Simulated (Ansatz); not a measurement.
Run report: Si2N2H7OF, phonon calculation

Si2N2H7OF, computed with RHF/cc-pVDZ (Ansatz 0.2.0).

It belongs to a series of runs on one base structure; here: vibrations at the highest image of the band.

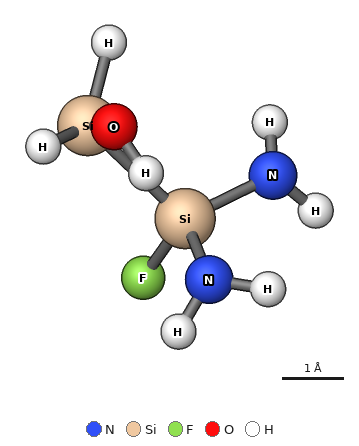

Figure 1. The structure as given in the input (ball-and-stick view, seen at a tilt).

**The input**
```yaml
crystal:
  periodic: [false, false, false]
  atoms:
    - { symbol: "N", position_ang: [-0.932967, -1.274367, 0.415327] }
    - { symbol: Si, position_ang: [0.49108, -0.58812, -0.31765] }
    - { symbol: "N", position_ang: [1.749867, -0.586488, 0.854688] }
    - { symbol: F, position_ang: [0.865881, -1.537701, -1.610862] }
    - { symbol: Si, position_ang: [-0.137927, 1.549045, -1.090408] }
    - { symbol: O, position_ang: [-1.592927, 1.871653, 0.083676] }
    - { symbol: H, position_ang: [-0.822708, -1.698751, 1.318971] }
    - { symbol: H, position_ang: [-1.518446, -1.853081, -0.160841] }
    - { symbol: H, position_ang: [2.480609, 0.095847, 0.778373] }
    - { symbol: H, position_ang: [2.125476, -1.459841, 1.179406] }
    - { symbol: H, position_ang: [-1.700751, 1.844562, -1.215277] }
    - { symbol: H, position_ang: [0.903561, 2.546459, -0.704838] }
    - { symbol: H, position_ang: [-1.89035, 1.055982, 0.484236] }
basis:
  gaussian: { orbitals: cc-pVDZ }
hamiltonian:
  xc: hf
phonons: {}
```

Launch command:
```bash
ansatz run input.yaml --threads 2 --pin off --max-ram 3072MiB --backend cpu --events-out ev --progress --plain --runs-dir out
```

**The program's output**
```
Engine: ansatz 0.2.0, aarch64-unknown-linux-gnu
Functional definition: HF
  exchange = exact_x
  correlation = 0
1358 factors; integrals over basis functions are off by at most 5.2e-4 eV
mean field evaluation 1: about -23536.4286 eV, gradient 5.2e1 eV
mean field evaluation 2: about -23536.5463 eV, gradient 5.2e1 eV
mean field evaluation 4: about -23542.2710 eV, gradient 4.9e0 eV
mean field evaluation 8: about -23542.3617 eV, gradient 3.4e-1 eV
mean field -23542.36308792 eV, -865.1658858942 hartree, gradient 2.2e-5 eV, S^2 0.000000; 0 other end points of the search recorded, 0 dependent functions left out
the calculation of the forces begins
reference -23542.36308792 eV, -865.1658858942 hartree; 33, 33 occupied and 94, 94 virtual orbitals, 1358 factors
these checks for a lower state are left out or cut short: stability, starts, cluster_reference, orbital_swaps, neighbouring_geometries, increment
1358 factors; integrals over basis functions are off by at most 5.2e-4 eV
mean field evaluation 16: about -23542.3630 eV, gradient 5.8e-5 eV
mean field -23542.36296533 eV, -865.1658813892 hartree, gradient 2.2e-6 eV, S^2 0.000000; 0 other end points of the search recorded, 0 dependent functions left out
[... from here on the field's lines of each further geometry are left out, up to the last ...]
the calculation of the forces begins
reference -23542.36305099 eV, -865.1658845372 hartree; 33, 33 occupied and 94, 94 virtual orbitals, 1358 factors
these checks for a lower state are left out or cut short: stability, starts, cluster_reference, orbital_swaps, neighbouring_geometries, increment
1358 factors; integrals over basis functions are off by at most 5.2e-4 eV
mean field evaluation 480: about -23542.2006 eV, gradient 6.9e-1 eV
mean field -23542.36305214 eV, -865.1658845794 hartree, gradient 3.1e-6 eV, S^2 0.000000; 0 other end points of the search recorded, 0 dependent functions left out
the calculation of the forces begins
reference -23542.36305214 eV, -865.1658845794 hartree; 33, 33 occupied and 94, 94 virtual orbitals, 1358 factors
WARN: phonons: modes at or below zero, which the zero-point energy, F, S and C_V leave out: 1, the lowest at -2116.40 cm⁻¹. A minimum has none, and a first-order saddle one
Total energy: -23542.36308792 eV, -865.1658858942 hartree
Atom 0 at    -0.932967    -1.274367     0.415327 Å, force     0.000460     0.000258     0.000062 eV/Å
Atom 1 at     0.491080    -0.588120    -0.317650 Å, force    -0.001001    -0.000060    -0.000439 eV/Å
Atom 2 at     1.749867    -0.586488     0.854688 Å, force     0.000142    -0.000230     0.001122 eV/Å
Atom 3 at     0.865881    -1.537701    -1.610862 Å, force     0.000720     0.000212    -0.000080 eV/Å
Atom 4 at    -0.137927     1.549045    -1.090408 Å, force    -0.000214    -0.000251    -0.000702 eV/Å
Atom 5 at    -1.592927     1.871653     0.083676 Å, force     0.000159     0.000366    -0.000398 eV/Å
Atom 6 at    -0.822708    -1.698751     1.318971 Å, force    -0.000008    -0.000290    -0.000090 eV/Å
Atom 7 at    -1.518446    -1.853081    -0.160841 Å, force    -0.000178     0.000367     0.000171 eV/Å
Atom 8 at     2.480609     0.095847     0.778373 Å, force    -0.000020     0.000267    -0.000359 eV/Å
Atom 9 at     2.125476    -1.459841     1.179406 Å, force    -0.000086    -0.000256    -0.000149 eV/Å
Atom 10 at    -1.700751     1.844562    -1.215277 Å, force    -0.000032    -0.000231     0.001038 eV/Å
Atom 11 at     0.903561     2.546459    -0.704838 Å, force     0.000068    -0.000032     0.000028 eV/Å
Atom 12 at    -1.890350     1.055982     0.484236 Å, force    -0.000010    -0.000120    -0.000203 eV/Å
Dipole moment:     0.113743    -0.430401     0.419067 e Å
Vibrations: -2116.40 42.36 120.09 144.70 186.75 242.94 259.44 294.26 314.81 325.53 469.39 484.62 489.93 561.77 583.42 702.27 752.37 798.04 859.05 881.65 919.81 936.07 976.82 1116.24 1686.97 1697.46 2044.27 2265.84 3750.95 3760.30 3843.77 3855.89 4001.94 cm⁻¹, zero-point energy 2.440611 eV
```

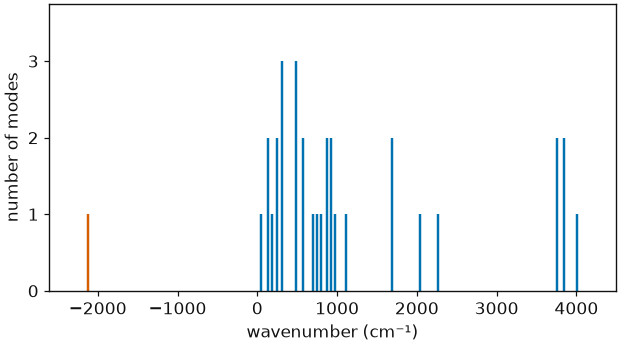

Figure 2. Harmonic vibrational wavenumbers from the force constants; neighbouring modes closer than 28 cm⁻¹ are counted in one stick, and imaginary ones are drawn at negative wavenumbers. 33 modes from 2116i to 4002 cm⁻¹, 1 imaginary beyond 8i (2116i cm⁻¹): a first-order saddle point, if the geometry is stationary.

**Results in brief**

```tsv
quantity	value
outcome	converged
total energy	−23542.3631 eV
mean-field energy	−23542.3631 eV
largest force (length of the vector)	0.001 eV/Å
hardware	2 threads of Arm Neoverse V1, 24 GiB of memory available, shared host
wall time	2.7 min (CPU time 5 min)
peak memory	0.3 GiB
```
